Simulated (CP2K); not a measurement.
# CHCl2F (dichlorofluoromethane) at HF/STO-3G

Aim: the vertical singlet–triplet gap of CHCl2F (dichlorofluoromethane) at HF/STO-3G, from 2 runs. 

Program for the calculation: CP2K 2026.2.

6 further runs of the same task are left out: 3 that didn't finish, 3 set aside as unsound or not needed.

### Step 1. The structure to begin with

CHCl2F has 5 atoms, charge 0, and is taken as a singlet. SMILES: `FC(Cl)Cl`. The coordinates come from a PBE0-D4/def2-TZVP relaxation.

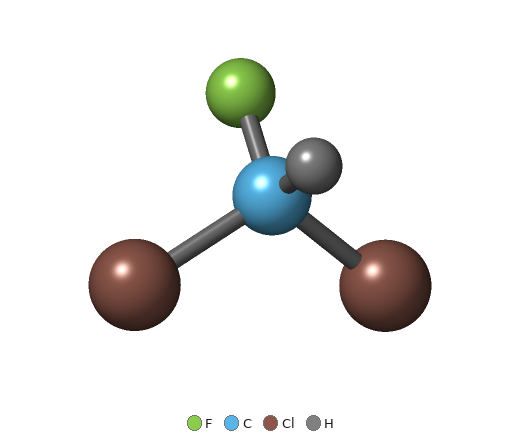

Viewed from a chosen angle; fluorine green, carbon blue, chlorine brown, hydrogen grey.

### Step 2. The energy at HF/STO-3G

Input file mol.inp:

```
&GLOBAL
  PROJECT mol
  RUN_TYPE ENERGY
  PRINT_LEVEL MEDIUM
&END GLOBAL

&FORCE_EVAL
  METHOD QS
  &DFT
    BASIS_SET_FILE_NAME ./sto_3g.basis
    POTENTIAL_FILE_NAME POTENTIAL
    &QS
      METHOD GAPW
      EPS_DEFAULT 1.0E-10
    &END QS
    &MGRID
      CUTOFF 280
      REL_CUTOFF 50
      NGRIDS 4
    &END MGRID
    &POISSON
      PERIODIC NONE
      POISSON_SOLVER MULTIPOLE
    &END POISSON
    &SCF
      SCF_GUESS ATOMIC
      EPS_SCF 1.0E-07
      MAX_SCF 80
      ADDED_MOS 10
      &DIAGONALIZATION
        ALGORITHM STANDARD
      &END DIAGONALIZATION
      &MIXING
        METHOD DIRECT_P_MIXING
        ALPHA 0.4
      &END MIXING
    &END SCF
    &XC
      &XC_FUNCTIONAL NONE
      &END XC_FUNCTIONAL
      &HF
        FRACTION 1
        &SCREENING
          EPS_SCHWARZ 1.0E-10
        &END SCREENING
        &MEMORY
          MAX_MEMORY 1050
        &END MEMORY
      &END HF
    &END XC
    &PRINT
      &MOMENTS
        PERIODIC F
        REFERENCE COM
        MAX_MOMENT 1
      &END MOMENTS
      &MO ON
        ENERGIES T
        OCCUPATION_NUMBERS T
        NDIGITS 6
        &EACH
          QS_SCF 0
        &END EACH
        ADD_LAST NUMERIC
      &END MO
      &LOWDIN ON
      &END LOWDIN
      &HIRSHFELD OFF
      &END HIRSHFELD
    &END PRINT
  &END DFT
  &SUBSYS
    &CELL
      ABC 9.6 9 9.4
      PERIODIC NONE
    &END CELL
    &COORD
      F     -0.590600     0.132500     1.230400
      C      0.006400     0.099400     0.030700
      Cl     1.459900    -0.886800     0.126900
      Cl    -1.120400    -0.525200    -1.167100
      H      0.294600     1.106400    -0.262500
    &END COORD
    &TOPOLOGY
      &CENTER_COORDINATES
      &END CENTER_COORDINATES
    &END TOPOLOGY
    &KIND F
      BASIS_SET STO-3G
      POTENTIAL ALL
      LEBEDEV_GRID 194
      RADIAL_GRID 100
    &END KIND
    &KIND C
      BASIS_SET STO-3G
      POTENTIAL ALL
      LEBEDEV_GRID 194
      RADIAL_GRID 100
    &END KIND
    &KIND Cl
      BASIS_SET STO-3G
      POTENTIAL ALL
      LEBEDEV_GRID 194
      RADIAL_GRID 100
    &END KIND
    &KIND H
      BASIS_SET STO-3G
      POTENTIAL ALL
      LEBEDEV_GRID 194
      RADIAL_GRID 100
    &END KIND
  &END SUBSYS
&END FORCE_EVAL
```

The run is started by

```console
$ OMP_NUM_THREADS=1 cp2k.psmp -i mol.inp -o mol.out
```

The log of the run:

```text
CP2K| version string:                                       CP2K version 2026.2
[...]
 GLOBAL| Method name                                                        CP2K
[...]
 GLOBAL| Run type                                                         ENERGY
[...]
 *** WARNING in qs_environment.F:2210 :: More added MOs requested than     ***
 *** available. The full set of unoccupied MOs will be used. Use           ***
 *** 'ADDED_MOS -1' to always use all available MOs and to get rid of this ***
[...]
 DFT| Spin restricted Kohn-Sham (RKS) calculation                            RKS
 DFT| Multiplicity                                                             1
[...]
 DFT| Charge                                                                   0
[...]
 QS| Method:                                                                GAPW
[...]
 QS| Density cutoff [a.u.]:                                                140.0
[...]
 QS| Relative density cutoff [a.u.]:                                        25.0
[...]
                             - Atoms:                                          5
[...]
                             - Spherical basis functions:                     29
[...]
 Number of electrons:                                                         50
[...]
     1 P_Mix/Diag. 0.40E+00    1.1     1.26909267     -1045.0578085020 -1.05E+03
[...]
    17 DIIS/Diag.  0.33E-07    0.2     0.00000002     -1045.1623289247 -2.27E-13
  *** SCF run converged in    17 steps ***
[...]
  Overlap energy of the core charge distribution:               0.00000098817666
  Self energy of the core charge distribution:               -532.77146305613724
  Core Hamiltonian energy:                                   -529.91202266171933
  Hartree energy:                                             135.18999586507991
  Exchange-correlation energy:                                  0.00000000000000
  Hartree-Fock Exchange energy:                               -70.89453467314954
[...]
                     Mulliken Population Analysis
 #  Atom  Element  Kind  Atomic population                           Net charge
       1     F        1          9.096935                             -0.096935
       2     C        2          5.830005                              0.169995
       3     Cl       3         17.103113                             -0.103113
       4     Cl       3         17.103260                             -0.103260
       5     H        4          0.866686                              0.133314
 # Total charge                             50.000000                  0.000000
[...]
  Dipole moment [Debye]
    X=  0.8711581E-01 Y=  0.1742680E+01 Z=  0.3154601E+00  Total=      1.7731438
 ENERGY| Total FORCE_EVAL ( QS ) energy [hartree]          -1045.162328924733174
[...]
```

It took 6.6 s on 1 thread of Intel Xeon Platinum 8488C (Sapphire Rapids), shared host; peak memory 0.5 GiB.

### Step 3. The triplet

Input file calc.inp:

```
&GLOBAL
  PROJECT_NAME calc
  RUN_TYPE ENERGY
  PRINT_LEVEL MEDIUM
&END

&FORCE_EVAL
  METHOD QUICKSTEP
  &DFT
    BASIS_SET_FILE_NAME ./sto_3g.basis
    POTENTIAL_FILE_NAME POTENTIAL
    CHARGE 0
    MULTIPLICITY 3
    UNRESTRICTED_KOHN_SHAM T
    &QS
      METHOD GAPW
      EPS_DEFAULT 1.0E-10
    &END
    &MGRID
      CUTOFF 280
      REL_CUTOFF 50
      NGRIDS 4
    &END
    ! no periodic images
    &POISSON
      PERIODIC NONE
      POISSON_SOLVER MULTIPOLE
    &END
    ! self-consistent field
    &SCF
      SCF_GUESS ATOMIC
      EPS_SCF 1.0E-06
      MAX_SCF 40
      &OT ON
        MINIMIZER DIIS
        PRECONDITIONER FULL_ALL
      &END
      &OUTER_SCF
        EPS_SCF 1.0E-06
        MAX_SCF 10
      &END
    &END
    &XC
      &XC_FUNCTIONAL NONE
      &END
      ! exact exchange
      &HF
        FRACTION 1
        &SCREENING
          EPS_SCHWARZ 1.0E-10
          SCREEN_ON_INITIAL_P F
        &END
        &INTERACTION_POTENTIAL
          POTENTIAL_TYPE COULOMB
        &END
        &MEMORY
          MAX_MEMORY 1050
        &END
      &END
    &END
    ! extra output
    &PRINT
      &MOMENTS
        PERIODIC F
        REFERENCE COM
        MAX_MOMENT 1
      &END
      &MO_CUBES
        NLUMO 5
        NHOMO -1
        WRITE_CUBE F
      &END
      &LOWDIN ON
      &END
      &HIRSHFELD OFF
      &END
      &MO_MOLDEN ON
        NDIGITS 8
        NLUMO 5
      &END
    &END
  &END
  &SUBSYS
    ! box in angstrom
    &CELL
      ABC [angstrom] 9.6 9 9.4
      PERIODIC NONE
    &END
    &COORD
      F     -0.590600     0.132500     1.230400
      C      0.006400     0.099400     0.030700
      Cl     1.459900    -0.886800     0.126900
      Cl    -1.120400    -0.525200    -1.167100
      H      0.294600     1.106400    -0.262500
    &END
    &TOPOLOGY
      &CENTER_COORDINATES
      &END
    &END
    &KIND F
      BASIS_SET STO-3G
      POTENTIAL ALL
      LEBEDEV_GRID 194
      RADIAL_GRID 100
    &END
    &KIND C
      BASIS_SET STO-3G
      POTENTIAL ALL
      LEBEDEV_GRID 194
      RADIAL_GRID 100
    &END
    &KIND Cl
      BASIS_SET STO-3G
      POTENTIAL ALL
      LEBEDEV_GRID 194
      RADIAL_GRID 100
    &END
    &KIND H
      BASIS_SET STO-3G
      POTENTIAL ALL
      LEBEDEV_GRID 194
      RADIAL_GRID 100
    &END
  &END
&END
```

The run is started by

```console
$ OMP_NUM_THREADS=1 cp2k.psmp -i calc.inp -o calc.out
```

The log of the run:

```text
CP2K| version string:                                       CP2K version 2026.2
[...]
 GLOBAL| Method name                                                        CP2K
[...]
 GLOBAL| Run type                                                         ENERGY
[...]
 DFT| Spin unrestricted (spin-polarized) Kohn-Sham calculation               UKS
 DFT| Multiplicity                                                             3
[...]
 DFT| Charge                                                                   0
[...]
 QS| Method:                                                                GAPW
[...]
 QS| Density cutoff [a.u.]:                                                140.0
[...]
 QS| Relative density cutoff [a.u.]:                                        25.0
[...]
                             - Atoms:                                          5
[...]
                             - Spherical basis functions:                     29
[...]
 Number of electrons:                                                         26
[...]
     1 OT DIIS     0.15E+00    1.0     0.36191850      -998.7418138920 -9.99E+02
[...]
    38 OT DIIS     0.15E+00    0.4     0.00000060     -1044.8623399148 -6.95E-09
  *** SCF run converged in    38 steps ***
[...]
  Overlap energy of the core charge distribution:               0.00000098817666
  Self energy of the core charge distribution:               -532.77146305613724
  Core Hamiltonian energy:                                   -529.12111506635358
  Hartree energy:                                             134.72587119718801
  Exchange-correlation energy:                                  0.00000000000000
  Hartree-Fock Exchange energy:                               -71.04150973647691
[...]
                     Mulliken Population Analysis
 #  Atom  Element  Kind  Atomic population (alpha,beta) Net charge  Spin moment
       1     F        1         4.559644     4.588825    -0.148469    -0.029181
       2     C        2         3.359478     2.566189     0.074333     0.793289
       3     Cl       3         8.646641     8.573769    -0.220410     0.072873
       4     Cl       3         8.981910     7.790896     0.227194     1.191014
       5     H        4         0.452327     0.480321     0.067352    -0.027994
 # Total charge and spin       26.000000    24.000000     0.000000     2.000000
[...]
  Dipole moment [Debye]
    X= -0.2342382E+01 Y=  0.1165721E+01 Z= -0.1681149E+01  Total=      3.1099709
[...]
 HOMO - LUMO gap [eV] :    9.708933
 ENERGY| Total FORCE_EVAL ( QS ) energy [hartree]          -1044.862339914796621
[...]
```

It took 32 s on 1 thread of Intel Xeon Platinum 8488C (Sapphire Rapids), shared host; peak memory 0.52 GiB.

### Step 4. Outcome

Level: HF/STO-3G.

```
                                        quantity           value
                           singlet: total energy  -1045.16233 Eh
                          singlet: dipole moment          1.77 D
                            singlet: HOMO energy       -11.17 eV
                            singlet: LUMO energy         8.10 eV
                          singlet: HOMO–LUMO gap        19.27 eV
                           triplet: total energy  -1044.86234 Eh
                          triplet: dipole moment          3.11 D
     triplet: HOMO energy (highest over α and β)        -3.62 eV
      triplet: LUMO energy (lowest over α and β)        -0.34 eV
                                   triplet: ⟨S²⟩           2.005
vertical energy of the triplet above the singlet        8.163 eV
```

At this shape the triplet lies 8.16 eV (788 kJ/mol) above the singlet. In a minimal basis such a difference can be off by several eV, whatever the method.
